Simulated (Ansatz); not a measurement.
A series of calculations on MgW

## 1. Relaxation

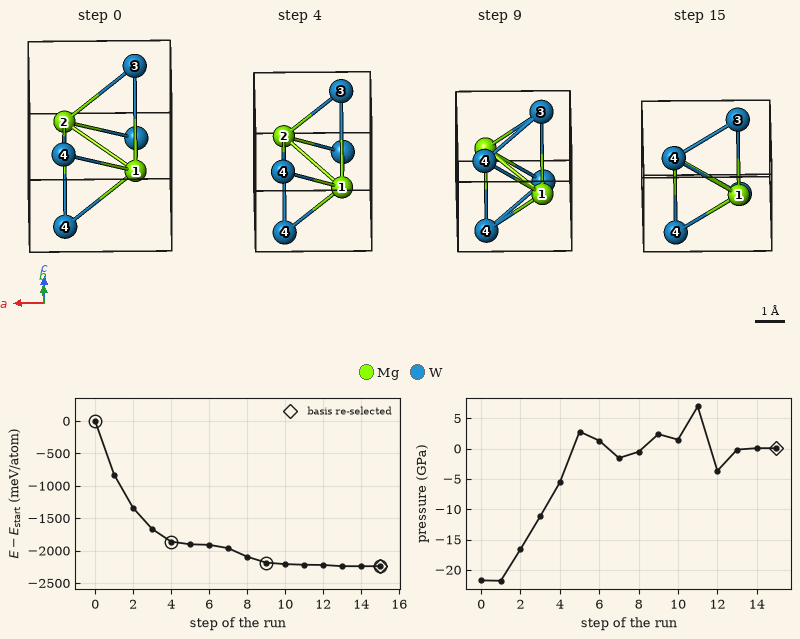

Frames of a relaxation of crystalline MgW (set up in P2/c) (coarse preliminary run), marked on the history of the run. A ball-and-stick model of the cell of the calculation, reduced to other axes, seen from a free direction. Lengths and directions refer to the drawn axes.

These are results of Ansatz, DFT PBEsol, scalar-relativistic, plane waves, PAW, not measurements. Settings: plane-wave cutoff 420 eV; k-point mesh 4 × 4 × 4; occupations gaussian; smearing width 0.1 eV; no spin polarisation; cell and atoms relaxed; force threshold 0.05 eV/Å; at most 80 steps.

Q: What happens along the run?

A: Over 14 accepted moves (15 points after the start) the energy falls by 2239 meV per atom. Largest force component: 2.9 eV/Å at the start, 0.0081 eV/Å at the end. The pressure goes from −21.73 to 0.07 GPa. At 1 point the geometry stayed and the basis and grid were re-selected for the new cell (energy shift of 0.5 meV per atom at most each time). The largest moves relative to the cell, 0.22 Å, are those of Mg1 and Mg2. Mg1 goes along −c. Largest moves by element: Mg 0.22 Å, W 0.22 Å. The volume changes by −48.8 %, with a 4.920 → 4.433 Å (−9.9 %), b 4.680 → 4.811 Å (+2.8 %), c 5.660 → 3.132 Å (−44.7 %), γ 90.3° → 90.0°. Among the contacts that change: W3–W3 5.660 → 3.132 Å, Mg1–Mg2 4.379 → 2.713 Å, W3–W4 4.360 → 2.709 Å, Mg1–W3 3.681 → 2.872 Å. New bonds form, among them: Mg1–Mg2 (4.38 → 2.71 Å), W3–W4 (4.36 → 2.71 Å). Within 0.06 Å the space group is Pmma at the start and Cmmm at the end; at a tighter tolerance small leftover displacements or strains of the cell lower it. From step 0 to 4: Mg atoms move most (0.18 Å), volume −41.1 %, energy −1860 meV per atom. From step 4 to 9: W atoms move most (0.26 Å), volume −14.0 %, energy −324 meV per atom. From step 9 to 15: W atoms move most (0.06 Å), volume +1.2 %, energy −55.1 meV per atom.

## 2. Relaxation

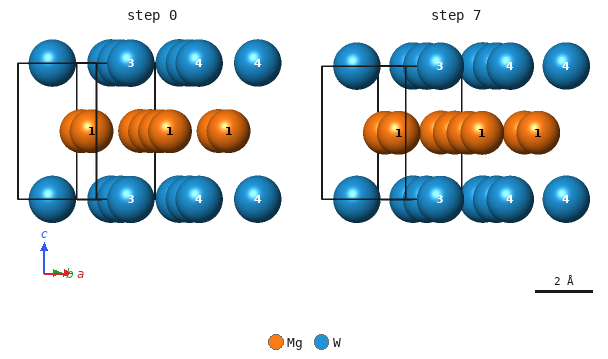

The structure of a crystal of MgW (set up in Pmma) before (left) and after (right) a relaxation, at one scale.

A spheres-only model of the cell of the calculation, reduced to other axes, repeated 2 × 2 × 1 with one cell outlined, seen from a free direction. Lengths and directions refer to the drawn axes.

Level of theory: DFT PBEsol, scalar-relativistic, plane waves, PAW (Ansatz). Settings: plane-wave cutoff 420 eV; k-point mesh 10 × 14 × 10; occupations gaussian; smearing width 0.1 eV; no spin polarisation; cell and atoms relaxed; force threshold 0.005 eV/Å; at most 80 steps.

What changed between the two?

Answer. Over 5 accepted moves (7 points after the start) the energy falls by 15.8 meV per atom. The largest force component goes from 0.041 to 0.00038 eV/Å. Pressure: 0.14 GPa at the start and 0.00 GPa at the end. The line search rejected the trial step at point 2 of the run. The SCF was repeated once at an unchanged geometry on a basis and grid sized afresh for the cell, which shifted the energy by less than 0.05 meV per atom at most. The largest moves relative to the cell, 0.004 Å, are those of W atoms. Mg stays in place. Cell: a 3.132 → 3.335 Å (+6.5 %), b 4.433 → 4.241 Å (−4.3 %), c 4.811 → 4.703 Å (−2.2 %). Volume −0.4 %. Near-neighbour distances that change, for instance: W–W 3.132 → 3.335 Å, W–W 2.718 → 2.698 Å, Mg–Mg 2.714 → 2.698 Å, Mg–W 2.868 → 2.883 Å. The space group stays Cmmm (No. 65). Cost: 5 min on 1 thread of Arm Neoverse V2 (shared host), peak memory 0.8 GiB.

## 3. A change

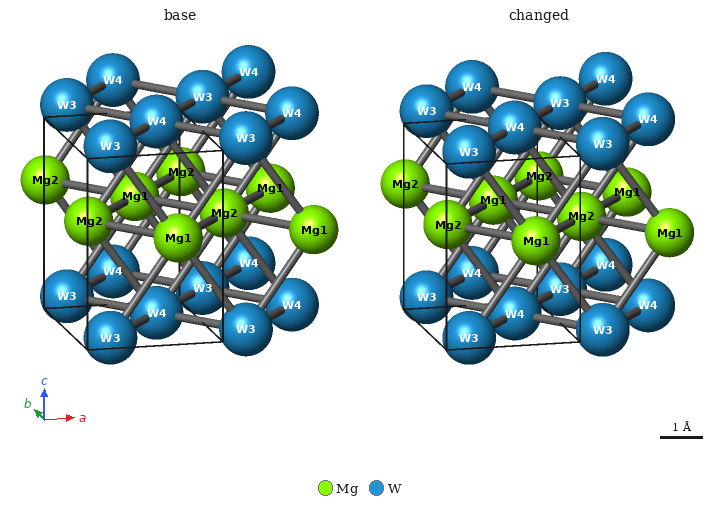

Left: solid MgW (set up in Cmmm). Right: the same structure after one change, at the same scale. The picture is a ball-and-stick view of the cell of the calculation, reduced to other axes, repeated 2 × 2 × 1 with one cell outlined, seen slightly off an axis. Lengths and directions refer to the drawn axes.

Computed with DFT PBEsol, scalar-relativistic, plane waves, PAW in Ansatz. Settings: plane-wave cutoff 420 eV; k-point mesh 10 × 14 × 10; occupations gaussian; smearing width 0.1 eV; no spin polarisation.

> Which change leads from the left to the right?

The volume is changed by −6.0 %. The cell's shape and the atoms are relaxed at that volume.

> And its effect?

Cell: a 3.335 → 3.287 Å (−1.4 %), b 4.241 → 4.159 Å (−1.9 %), c 4.703 → 4.574 Å (−2.8 %). Volume −6.0 %. The atoms keep their places relative to the cell (all moves are under 0.005 Å). Some distances before and after: Mg–W 2.883 → 2.816 Å, W–W 2.698 → 2.651 Å, Mg–Mg 2.698 → 2.651 Å. The space group stays Cmmm (No. 65). Energy change: +30.5 meV per atom. The pressure goes from 0.0 to 10.3 GPa.
